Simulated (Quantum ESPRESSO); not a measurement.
## HfPbO3 (Pm-3m): zone-centre phonons

Aim: the zone-centre modes of HfPbO3 (Pm-3m).

Main program and level: Quantum ESPRESSO 7.5; DFT LDA, scalar-relativistic, plane waves, PseudoDojo norm-conserving pseudopotentials.

## (1) Set-up

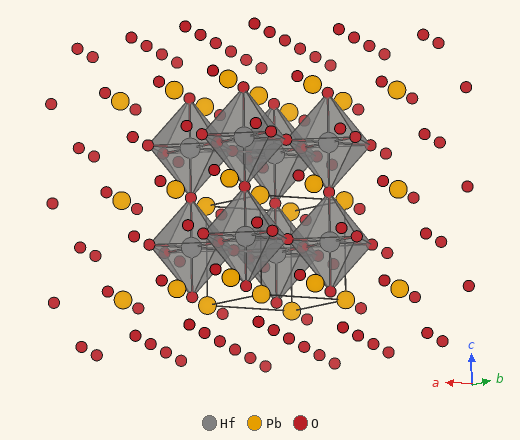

Start, viewed from a free direction; hafnium grey, lead orange, oxygen red. 2×2×2 cells are drawn. Some periodic images of atoms are drawn too.

## (2) A probe with smearing

A cheap run with smearing and empty bands tells whether the crystal has a gap, which decides between fixed occupations and smearing later on.

Contents of probe.in:

```
&control
   calculation = 'scf'
   prefix = 'x'
   outdir = './tmp'
   pseudo_dir = './pseudo'
   tprnfor = .true.
   tstress = .true.
   verbosity = 'high'
/
&system
   ibrav = 1
   celldm(1) = 7.85272101
   nat = 5
   ntyp = 3
   ecutwfc = 92.0
   occupations = 'smearing'
   smearing = 'gaussian'
   degauss = 0.01
/
&electrons
   conv_thr = 1.0d-07
   mixing_beta = 0.7
   electron_maxstep = 100
/
ATOMIC_SPECIES
 Hf    178.4900  Hf.upf
 Pb    207.2000  Pb.upf
 O      15.9990  O.upf
ATOMIC_POSITIONS crystal
 Hf     0.500000000   0.500000000   0.500000000
 Pb     0.000000000   0.000000000   0.000000000
 O      0.000000000   0.500000000   0.500000000
 O      0.500000000   0.000000000   0.500000000
 O      0.500000000   0.500000000   0.000000000
K_POINTS automatic
 4 4 4 0 0 0
```

The run is started by

```
> OMP_NUM_THREADS=1 mpirun -n 4 pw.x -nk 4 -in probe.in > probe.out
```

Output:

```text
[banners, grids, parts of the stress and lines that vanish by symmetry left out]
Program PWSCF v.7.5
     bravais-lattice index     =            1
     lattice parameter (alat)  =       7.8527  a.u.
[...]
kinetic-energy cutoff     =      92.0000  Ry
     charge density cutoff     =     368.0000  Ry
     scf convergence threshold =      1.0E-07
[...]
Exchange-correlation= SLA  PW   NOGX NOGC
                           (   1   4   0   0   0   0   0)
[...]
48 Sym. Ops., with inversion, found
[...]
(     0          1          0      )
                  (     0          0          1      )
[...]
(  0.0000000  1.0000000  0.0000000 )
                  (  0.0000000  0.0000000  1.0000000 )
[...]
(     0         -1          0      )
                  (     0          0          1      )
[...]
( -1.0000000  0.0000000  0.0000000 )
                  (  0.0000000  1.0000000  0.0000000 )
[...]
number of k points=    10  Gaussian smearing, width (Ry)=  0.0100
[...]
End of self-consistent calculation
[...]
the Fermi energy is    10.8679 ev
!    total energy              =    -352.93674294 Ry
[...]
convergence has been achieved in  11 iterations
[...]
atom    1 type  1   force =     0.00000000    0.00000000    0.00000000
     atom    2 type  2   force =     0.00000000    0.00000000    0.00000000
     atom    3 type  3   force =     0.00000000    0.00000000    0.00000000
     atom    4 type  3   force =     0.00000000    0.00000000    0.00000000
     atom    5 type  3   force =     0.00000000    0.00000000    0.00000000
[...]
Total force =     0.000000     Total SCF correction =     0.000000
[...]
total   stress  (Ry/bohr**3)                   (kbar)     P=     -112.90
[...]
XML data file, charge density, pseudopotentials, collected wavefunctions

   JOB DONE.
```

Elapsed: 9.3 s, on 4 MPI ranks of Arm Neoverse V2, shared host; 37 s of CPU time.

This step gave:

```yaml
volume_per_atom: 14.35 Å³
pressure: -11.29 GPa
gap_on_the_k_mesh: 2.303 eV
```

A gap of 2.3 eV opens on this mesh, so the crystal is taken as an insulator; the start stands at -11 GPa.

## (3) Relaxation

The relaxation runs at a cutoff a fifth above that of the response, since stress converges more slowly with the basis than frequencies do. Forces and stress are brought to rest with tight thresholds.

Contents of relax.in:

```
&control
   calculation = 'vc-relax'
   prefix = 'x'
   outdir = './tmp'
   pseudo_dir = './pseudo'
   tprnfor = .true.
   tstress = .true.
   forc_conv_thr = 2.0d-05
   etot_conv_thr = 1.0d-07
   nstep = 40
/
&system
   ibrav = 1
   celldm(1) = 7.85272101
   nat = 5
   ntyp = 3
   ecutwfc = 110
   occupations = 'fixed'
   nbnd = 24
/
&electrons
   conv_thr = 1.0d-11
   mixing_beta = 0.7
   electron_maxstep = 100
/
&ions
/
&cell
   press_conv_thr = 0.2
/
ATOMIC_SPECIES
 Hf    178.4900  Hf.upf
 Pb    207.2000  Pb.upf
 O      15.9990  O.upf
ATOMIC_POSITIONS crystal
 Hf     0.500000000   0.500000000   0.500000000
 Pb     0.000000000   0.000000000   0.000000000
 O      0.000000000   0.500000000   0.500000000
 O      0.500000000   0.000000000   0.500000000
 O      0.500000000   0.500000000   0.000000000
K_POINTS automatic
 6 6 6 0 0 0
```

The run is started by

```
> OMP_NUM_THREADS=1 mpirun -n 4 pw.x -nk 4 -in relax.in > relax.out
```

Output:

```text
[banners, grids, parts of the stress and lines that vanish by symmetry left out]
[banner, memory and clock lines left out]
Program PWSCF v.7.5

[...]
kinetic-energy cutoff     =     110.0000  Ry
     charge density cutoff     =     440.0000  Ry
     scf convergence threshold =      1.0E-11
[...]
energy convergence thresh.=      1.0E-07
     force convergence thresh. =      2.0E-05
     press convergence thresh. =      2.0E-01
     Exchange-correlation= SLA  PW   NOGX NOGC
                           (   1   4   0   0   0   0   0)
[...]
48 Sym. Ops., with inversion, found
[...]
number of k points=    20
[...]
End of self-consistent calculation
[...]
highest occupied, lowest unoccupied level (ev):     9.3402   11.6492
!    total energy              =    -352.93776597 Ry
[...]
convergence has been achieved in  15 iterations
[...]
atom    1 type  1   force =     0.00000000    0.00000000    0.00000000
     atom    2 type  2   force =     0.00000000    0.00000000    0.00000000
     atom    3 type  3   force =     0.00000000    0.00000000    0.00000000
     atom    4 type  3   force =     0.00000000    0.00000000    0.00000000
     atom    5 type  3   force =     0.00000000    0.00000000    0.00000000
     Total force =     0.000000     Total SCF correction =     0.000000
[...]
total   stress  (Ry/bohr**3)                   (kbar)     P=     -113.31
[...]
number of bfgs steps    =   0
[...]
CELL_PARAMETERS (alat=  7.85272101)
[...]
ATOMIC_POSITIONS (crystal)
Hf               0.5000000000        0.5000000000        0.5000000000
Pb               0.0000000000        0.0000000000        0.0000000000
O                0.0000000000        0.5000000000        0.5000000000
O                0.5000000000        0.0000000000        0.5000000000
[...]
New effective cutoffs (rho, wfc):  456.60  114.35
[...]
End of self-consistent calculation
[...]
highest occupied, lowest unoccupied level (ev):    10.2552   12.6622
!    total energy              =    -352.95042262 Ry
[...]
convergence has been achieved in   8 iterations
[...]
atom    1 type  1   force =     0.00000000    0.00000000    0.00000000
     atom    2 type  2   force =     0.00000000    0.00000000    0.00000000
     atom    3 type  3   force =     0.00000000    0.00000000    0.00000000
     atom    4 type  3   force =     0.00000000    0.00000000    0.00000000
     atom    5 type  3   force =     0.00000000    0.00000000    0.00000000
     Total force =     0.000000     Total SCF correction =     0.000000
[...]
total   stress  (Ry/bohr**3)                   (kbar)     P=      -17.14
[...]
number of bfgs steps    =   1
[...]
CELL_PARAMETERS (alat=  7.85272101)
[...]
ATOMIC_POSITIONS (crystal)
[...]
New effective cutoffs (rho, wfc):  459.67  115.12
[...]
End of self-consistent calculation
[...]
highest occupied, lowest unoccupied level (ev):    10.4328   12.8425
!    total energy              =    -352.95065785 Ry
[...]
convergence has been achieved in  11 iterations
[...]
atom    1 type  1   force =     0.00000000    0.00000000    0.00000000
     atom    2 type  2   force =     0.00000000    0.00000000    0.00000000
     atom    3 type  3   force =     0.00000000    0.00000000    0.00000000
     atom    4 type  3   force =     0.00000000    0.00000000    0.00000000
[...]
Total force =     0.000000     Total SCF correction =     0.000000
[...]
total   stress  (Ry/bohr**3)                   (kbar)     P=        2.15
[...]
number of bfgs steps    =   2
[...]
CELL_PARAMETERS (alat=  7.85272101)
[...]
ATOMIC_POSITIONS (crystal)
[...]
New effective cutoffs (rho, wfc):  459.32  115.04
[...]
End of self-consistent calculation
[...]
highest occupied, lowest unoccupied level (ev):    10.4130   12.8224
!    total energy              =    -352.95066149 Ry
[...]
convergence has been achieved in   8 iterations
[...]
Total force =     0.000000     Total SCF correction =     0.000000
[...]
total   stress  (Ry/bohr**3)                   (kbar)     P=       -0.03
[...]
number of bfgs steps    =   3
[...]
small trust_radius: resetting bfgs history
[...]
CELL_PARAMETERS (alat=  7.85272101)
[...]
ATOMIC_POSITIONS (crystal)
[...]
New effective cutoffs (rho, wfc):  459.33  115.04
[...]
End of self-consistent calculation
[...]
highest occupied, lowest unoccupied level (ev):    10.4133   12.8227
!    total energy              =    -352.95066149 Ry
[...]
convergence has been achieved in   4 iterations
[...]
atom    3 type  3   force =     0.00000000    0.00000000    0.00000000
     atom    4 type  3   force =     0.00000000    0.00000000    0.00000000
     atom    5 type  3   force =     0.00000000    0.00000000    0.00000000
     Total force =     0.000000     Total SCF correction =     0.000000
[...]
total   stress  (Ry/bohr**3)                   (kbar)     P=       -0.00
[...]
bfgs converged in   5 scf cycles and   4 bfgs steps
[...]
End of BFGS Geometry Optimization
     Final enthalpy           =    -352.9506614877 Ry
     File ./tmp/x.bfgs deleted, as requested
[...]
CELL_PARAMETERS (alat=  7.85272101)
[...]
ATOMIC_POSITIONS (crystal)
[...]
O                0.5000000000        0.0000000000        0.5000000000
O                0.5000000000        0.5000000000        0.0000000000
[...]
Final scf calculation at the relaxed structure.
[...]
kinetic-energy cutoff     =     110.0000  Ry
     charge density cutoff     =     440.0000  Ry
     scf convergence threshold =      1.0E-13
[...]
press convergence thresh. =      2.0E-01
     Exchange-correlation= SLA  PW   NOGX NOGC
                           (   1   4   0   0   0   0   0)
[...]
48 Sym. Ops., with inversion, found
[...]
number of k points=    20
[...]
c_bands:  1 eigenvalues not converged
[...]
End of self-consistent calculation
[...]
highest occupied, lowest unoccupied level (ev):    10.4133   12.8227
!    total energy              =    -352.95065579 Ry
[...]
convergence has been achieved in  19 iterations
[...]
atom    1 type  1   force =     0.00000000    0.00000000    0.00000000
     atom    2 type  2   force =     0.00000000    0.00000000    0.00000000
     atom    3 type  3   force =     0.00000000    0.00000000    0.00000000
     atom    4 type  3   force =     0.00000000    0.00000000    0.00000000
     atom    5 type  3   force =     0.00000000    0.00000000    0.00000000
     Total force =     0.000000     Total SCF correction =     0.000000
[...]
total   stress  (Ry/bohr**3)                   (kbar)     P=       -0.00
[...]
XML data file, charge density, pseudopotentials, collected wavefunctions
```

The job ended after 2.1 min (4 MPI ranks; 8.4 min of CPU time).

Step by step:

| step | energy less that of the first step (eV) | largest force (eV/Å) | pressure (GPa) | volume (Å³) |
| --- | --- | --- | --- | --- |
| 1 | 0.0000 | 0.0000 | -11.33 | 71.76 |
| 2 | -0.1722 | 0.0000 | -1.71 | 67.69 |
| 3 | -0.1754 | 0.0000 | 0.21 | 67.01 |
| 4 | -0.1755 | 0.0000 | 0.00 | 67.09 |
| 5 | -0.1755 | 0.0000 | 0.00 | 67.09 |
| 6 | -0.1754 | 0.0000 | 0.00 | 67.09 |

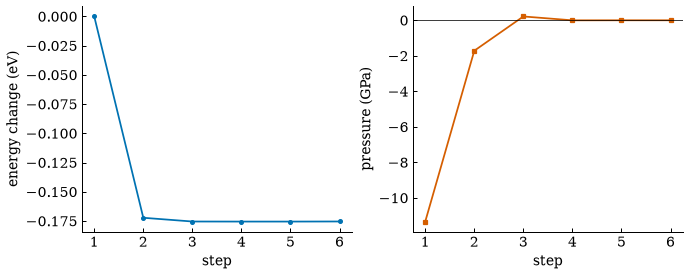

Energy and pressure along the relaxation.

| conventional cell, symmetrised | before | after | change |
| --- | --- | --- | --- |
| a (Å) | 4.155 | 4.063 | -2.2 % |
| b (Å) | 4.155 | 4.063 | -2.2 % |
| c (Å) | 4.155 | 4.063 | -2.2 % |
| volume (Å³/atom) | 14.35 | 13.42 | -6.5 % |

Final coordinates:

```cif
data_structure
_symmetry_space_group_name_H-M 'P 1'
_symmetry_Int_Tables_number 1
_cell_length_a 4.0633
_cell_length_b 4.0633
_cell_length_c 4.0633
_cell_angle_alpha 90.000
_cell_angle_beta 90.000
_cell_angle_gamma 90.000
_cell_volume 67.09
loop_
_atom_site_label
_atom_site_type_symbol
_atom_site_fract_x
_atom_site_fract_y
_atom_site_fract_z
_atom_site_occupancy
Hf1 Hf 0.50000 0.50000 0.50000 1
Pb2 Pb 0.00000 0.00000 0.00000 1
O3 O 0.00000 0.50000 0.50000 1
O4 O 0.50000 0.00000 0.50000 1
O5 O 0.50000 0.50000 0.00000 1
```

The last row of the table of steps is pw.x's closing run on a basis chosen anew for the final cell, so its energy can jump.

This step gave:

```
volume per atom   : 13.42 Å³
pressure          : 0 GPa
gap on the k-mesh : 2.409 eV
```

The volume changes by -6.5 % from the cell with which this run began.

## (4) Self-consistent run for the response

Perturbation theory inherits every error of the wavefunctions, so the threshold is set near the limit of the arithmetic. With a gap, occupations are fixed, which also allows the response to an electric field.

Contents of scf.in:

```
&control
   calculation = 'scf'
   prefix = 'x'
   outdir = './tmp'
   pseudo_dir = './pseudo'
   tprnfor = .true.
   tstress = .true.
/
&system
   ibrav = 1
   celldm(1) = 7.67856872
   nat = 5
   ntyp = 3
   ecutwfc = 92.0
   occupations = 'fixed'
   nbnd = 24
/
&electrons
   conv_thr = 1.0d-12
   mixing_beta = 0.7
   electron_maxstep = 100
/
ATOMIC_SPECIES
 Hf    178.4900  Hf.upf
 Pb    207.2000  Pb.upf
 O      15.9990  O.upf
ATOMIC_POSITIONS crystal
 Hf     0.500000000   0.500000000   0.500000000
 Pb     0.000000000   0.000000000   0.000000000
 O      0.000000000   0.500000000   0.500000000
 O      0.500000000   0.000000000   0.500000000
 O      0.500000000   0.500000000   0.000000000
K_POINTS automatic
 8 8 8 0 0 0
```

The run is started by

```
> OMP_NUM_THREADS=1 mpirun -n 4 pw.x -nk 4 -in scf.in > scf.out
```

Output:

```text
[banners, grids, parts of the stress and lines that vanish by symmetry left out]
[banner, memory and clock lines left out]
Program PWSCF v.7.5

[...]
kinetic-energy cutoff     =      92.0000  Ry
     charge density cutoff     =     368.0000  Ry
     scf convergence threshold =      1.0E-12
[...]
Exchange-correlation= SLA  PW   NOGX NOGC
                           (   1   4   0   0   0   0   0)
[...]
48 Sym. Ops., with inversion, found
[...]
number of k points=    35
[...]
End of self-consistent calculation
[...]
highest occupied, lowest unoccupied level (ev):    10.4131   12.8227
!    total energy              =    -352.95065199 Ry
[...]
convergence has been achieved in  20 iterations
[...]
atom    1 type  1   force =     0.00000000    0.00000000    0.00000000
     atom    2 type  2   force =     0.00000000    0.00000000    0.00000000
     atom    3 type  3   force =     0.00000000    0.00000000    0.00000000
     atom    4 type  3   force =     0.00000000    0.00000000    0.00000000
     atom    5 type  3   force =     0.00000000    0.00000000    0.00000000
     Total force =     0.000000     Total SCF correction =     0.000000
[...]
total   stress  (Ry/bohr**3)                   (kbar)     P=       -0.04
[...]
XML data file, charge density, pseudopotentials, collected wavefunctions
```

Wall time 42 s (4 MPI ranks); 2.8 min of CPU time.

This step gave:

- pressure: -0.004 GPa
- gap on the k-mesh: 2.410 eV

The cell stands at -0.004 GPa, close enough for phonons.

(Continued in part 2 of 3.)

[Host names and launcher messages were left out of these logs when they were recorded.]

[Logs are printed without paths, hosts, clocks, repeated set-up lines and the standing remarks that a program may print on its own settings, such as how far it seeks lower states.]

[Hosts, paths, dates, database ids (printed as entryN), source tags and the programs' standing remarks are cut or masked in the printed files.]
